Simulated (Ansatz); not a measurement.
## Run report: C2F2N2Si (charge −2), single-point calculation

System: C2F2N2Si, charge −2.
Method: RKS SPW92/6-31G (Ansatz 0.2.0).

Some settings of this run were made unusual or wrong on purpose. The geometry comes from this level: PBE0-D4/def2-TZVP.

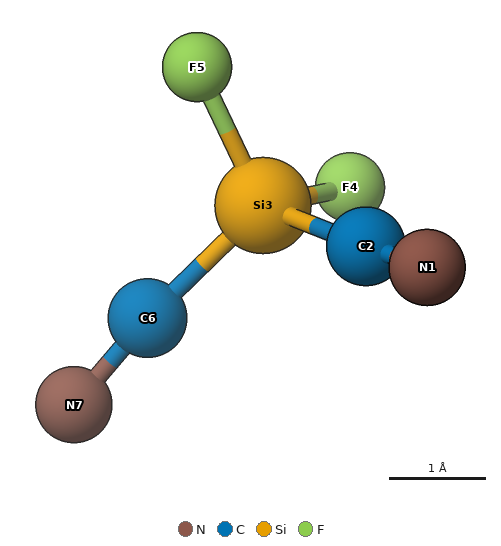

**Figure 1.** The structure as given in the input (ball-and-stick view, seen at a tilt; atoms are numbered from 1 in the order of the input). Bond lengths as drawn: C–N 1.12 to 1.20 Å, C–Si 1.70 to 1.87 Å and F–Si 1.54 to 1.63 Å.

The input
```yaml
crystal:
  periodic: [false, false, false]
  atoms:
    - {symbol: N, position_ang: [0.548635, -2.142843, 1.579643]}
    - {symbol: C, position_ang: [0.257466, -1.359272, 0.838107]}
    - {symbol: Si, position_ang: [-0.198941, -0.081369, -0.444426]}
    - {symbol: F, position_ang: [-1.673976, -0.292702, -0.845022]}
    - {symbol: F, position_ang: [0.724145, -0.399015, -1.755673]}
    - {symbol: C, position_ang: [0.100945, 1.498375, 0.111400]}
    - {symbol: N, position_ang: [0.244087, 2.590714, 0.587795]}
basis:
  gaussian: {orbitals: 6-31G}
total_charge: -2
hamiltonian: {xc: {name: SPW92}}
```

Run as:
```bash
ansatz run in.yaml --threads 4 --pin off --events-out ev --progress --plain --max-ram 10444MiB
```

Log
```
Functional definition: SPW92
  name "SPW92"
  cite "Dirac, Proc. Camb. Phil. Soc. 26, 376 (1930) doi:10.1017/S0305004100016108"
  cite "Slater, Phys. Rev. 81, 385 (1951) doi:10.1103/PhysRev.81.385"
  cite "Perdew & Wang, Phys. Rev. B 45, 13244 (1992) doi:10.1103/PhysRevB.45.13244"
  exchange = slater_x
  correlation = pw_c
808 factors; integrals over basis functions are off by at most 1.9e-4 eV
mean field evaluation 1: about -18231.4595 eV, gradient 7.9e1 eV
mean field evaluation 2: about -17955.3734 eV, gradient 2.6e2 eV
mean field evaluation 4: about -18218.4332 eV, gradient 9.3e1 eV
mean field evaluation 8: about -18247.2092 eV, gradient 5.0e0 eV
mean field evaluation 16: about -18247.2864 eV, gradient 2.9e0 eV
mean field evaluation 32: about -18247.6701 eV, gradient 3.9e-6 eV
mean field -18247.67014579 eV, -670.5895091429 hartree, gradient 3.9e-6 eV, S^2 0.000000; 3 other end points of the search recorded, 0 dependent functions left out
reference -18247.67017784 eV, -670.5895103207 hartree; 30, 30 occupied and 37, 37 virtual orbitals, 808 factors
Total energy: -18247.67017784 eV, -670.5895103207 hartree
```

Outcome

```json
{"quantity": "outcome", "value": "converged"}
{"quantity": "total energy", "value": "−18247.6702 eV"}
{"quantity": "SCF solution under orbital rotations", "value": "stable"}
{"quantity": "hardware", "value": "4 threads of Intel Xeon @ 2.50GHz, 180 GiB of memory available, shared host"}
{"quantity": "wall time", "value": "3.4 s (CPU time 5.7 s)"}
{"quantity": "peak memory", "value": "0.48 GiB"}
```

What went wrong

A setting was made wrong on purpose: charge. The program still converged, but the numbers can't be taken as results for the intended system.
